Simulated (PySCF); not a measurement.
## Electronic structure of SiH (doublet) in real space

| atom | x (Å) | y (Å) | z (Å) |
| --- | --- | --- | --- |
| Si | 0.0000 | 0.0000 | -0.0533 |
| H | 0.0000 | 0.0000 | 1.4797 |

Computed with PBE0/def2-TZVP, non-relativistic Hamiltonian with scalar-relativistic core potentials where named, at a bond length of 1.533 Å (PySCF 2.14.0).

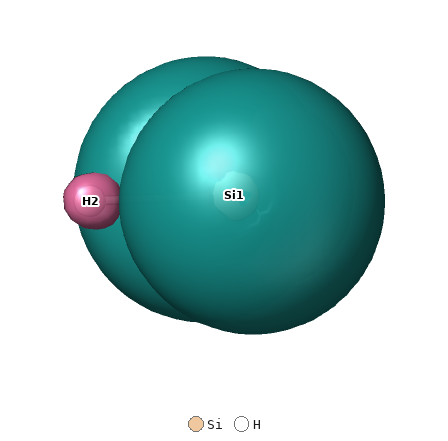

Figure 1. Isosurfaces of the spin density (α minus β) at +0.015 (teal) and −0.015 e/Å³ (pink), seen from one side.

Q: Which atoms carry the spin?

A: The unpaired spin (1 electron) lies mostly on Si1 (about 1.0), in electrons by Hirshfeld's partition.

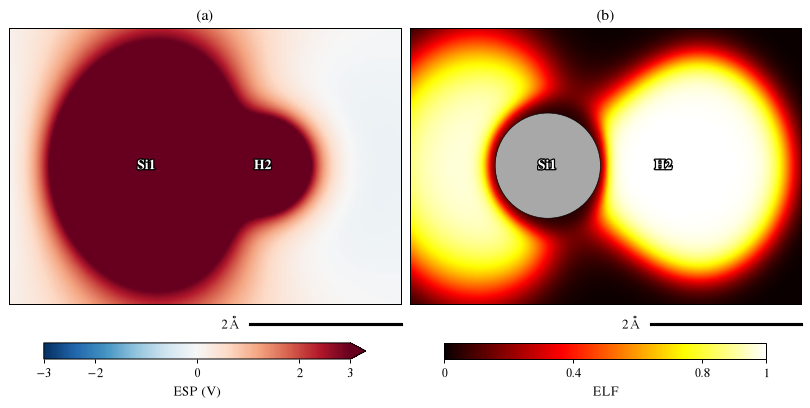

Figure 2. (a) electrostatic potential; (b) ELF on a plane that holds the molecular axis. Grey discs cover the atomic cores in the ELF map.

Q: Read the bonding off the picture.

A: The section cuts through Si and H sites. Si–H (1.53 Å): the ELF climbs to about 1 towards the hydrogen, as it does in any bond to H. The ELF also peaks beside Si1, away from the bonds: non-bonding electrons, paired or unpaired. The potential has no marked negative region in this plane.
